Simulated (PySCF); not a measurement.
# Cu(3+): dipole response in aug-cc-pVQZ-PP with ECP10

Aim: the static polarisability and the C₆ coefficient of Cu(3+), method by method.

The numbers are computed with PySCF 2.14.0 (unrestricted determinants in a Gaussian basis, no spin-orbit coupling in the energies), except any that are marked as measured or tabulated.

## 1. What is computed

| Quantity | Value |
| --- | --- |
| Element | copper (Z = 29) |
| Basis | aug-cc-pVQZ-PP with ECP10MDF |
| Hamiltonian | a scalar-relativistic core potential |
| State 1 | Cu(3+): [Ar] 3d8, high-spin 3F determinant |
| Methods | revPBE |

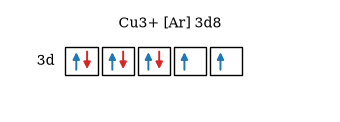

The shells outside the core, filled by Hund's rule for the drawing.

The runs were made by one driver on top of PySCF. The scripts below sum up each run's settings (the driver also hands on starting orbitals that pick excited configurations, and frozen orbitals as a list rather than a count), and the logs come from the driver's own runs. The driver starts from symmetry-adapted Hartree-Fock orbitals, holds the occupation by maximum overlap and uses a logarithmic radial grid for functionals, so a plain start would take other cycles.

The integrals over 135 functions and the set-up took 9.8 s of CPU time.

## 2. Cu(3+): revPBE

revPBE:

input.py

```python
from pyscf import gto, scf, dft, mp, cc
import basis_set_exchange as bse
txt = bse.get_basis("aug-cc-pVQZ-PP", elements=["Cu"], fmt="nwchem", header=False)
cut = txt.index("\nECP")
mol = gto.M(atom="Cu 0 0 0", charge=3, spin=2, symmetry="D2h",
            basis=gto.basis.parse(txt[:cut]),
            ecp={"Cu": gto.basis.parse_ecp(txt[cut:])})
mf = dft.UKS(mol, xc="PBE_R,PBE")
mf.irrep_nelec = {'Ag': (3, 1), 'B1g': (1, 1), 'B2g': (1, 1), 'B3g': (1, 1), 'B1u': (1, 1), 'B2u': (1, 1), 'B3u': (1, 1)}
mf.kernel()
```

The program printed:

```text
damping factor = 0
level_shift factor = 0
DIIS = <class 'pyscf.scf.diis.CDIIS'>
diis_start_cycle = 1
diis_space = 10
diis_damp = 0
SCF conv_tol = 1e-09
SCF conv_tol_grad = None
number electrons alpha = 9  beta = 7
XC functionals = PBE_R,PBE
    Y. Zhang and W. Yang.,  Phys. Rev. Lett. 80, 890 (1998)
    J. P. Perdew, K. Burke, and M. Ernzerhof.,  Phys. Rev. Lett. 77, 3865 (1996)
    J. P. Perdew, K. Burke, and M. Ernzerhof.,  Phys. Rev. Lett. 78, 1396 (1997)
cycle= 1 E= -194.943329915975  delta_E= -0.0139  |g|= 0.032  |ddm|= 0.167
cycle= 2 E= -194.943358372977  delta_E= -2.85e-05  |g|= 0.0393  |ddm|= 0.0374
cycle= 3 E= -194.943554091534  delta_E= -0.000196  |g|= 0.00206  |ddm|= 0.00986
cycle= 4 E= -194.943554487314  delta_E= -3.96e-07  |g|= 0.000198  |ddm|= 0.00138
cycle= 5 E= -194.943554493725  delta_E= -6.41e-09  |g|= 7.93e-06  |ddm|= 7.69e-05
cycle= 6 E= -194.943554493741  delta_E= -1.55e-11  |g|= 5.83e-08  |ddm|= 3.42e-06
converged SCF energy = -194.943554493741  <S^2> = 2.0006956  2S+1 = 3.0004637
```

It used 73 s of CPU time after the integrals (shared host).

The occupied shells:

```
shell  electrons  mean orbital energy (eV)  spread (eV)  rms radius (bohr)
 3s α          1                   -162.48            0              0.761
 3s β          1                   -159.50            0              0.761
 3p α          3                   -119.13            0              0.803
 3p β          3                   -116.17            0              0.803
 3d α          5                   -50.148        1.709              0.956
 3d β          3                   -48.229            0              0.956
```

⟨S²⟩ = 2.001, ⟨L²⟩ = 12.01.

The driver then solved the coupled dipole response at imaginary frequencies: mean α = 1.614 bohr³, C₆ = 3.664 au for a like pair.

Energies and moments cover only the electrons outside the core potential.

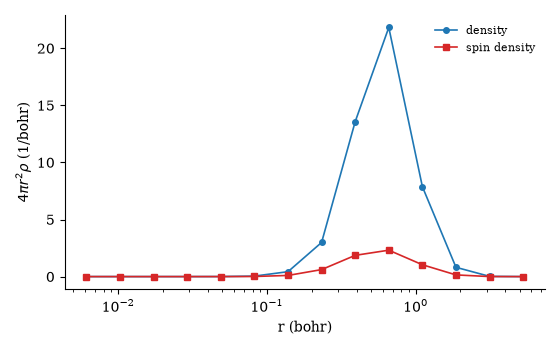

Radial density 4πr²ρ of Cu(3+) at revPBE, the electrons outside the core potential, at 14 stored radii joined by straight lines.

## 3. The response side by side

Cu(3+), in atomic units:

```
method  mean α  C₆ (like pair)   S(−4)
revPBE   1.614           3.664  0.9207
```

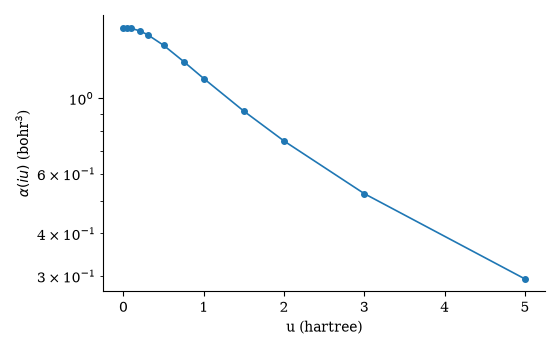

α(iu) of Cu(3+), the polarisability at imaginary frequency, on a logarithmic scale.

## 4. Outcome

```
   quantity                 value
α of Cu(3+)  1.614 (revPBE) bohr³
```

In words: A single London oscillator with the computed α and C₆ of Cu(3+) at revPBE would have ω = 4 C₆ / (3 α²) = 1.87 hartree. The basis is finite, and no extrapolation was made.
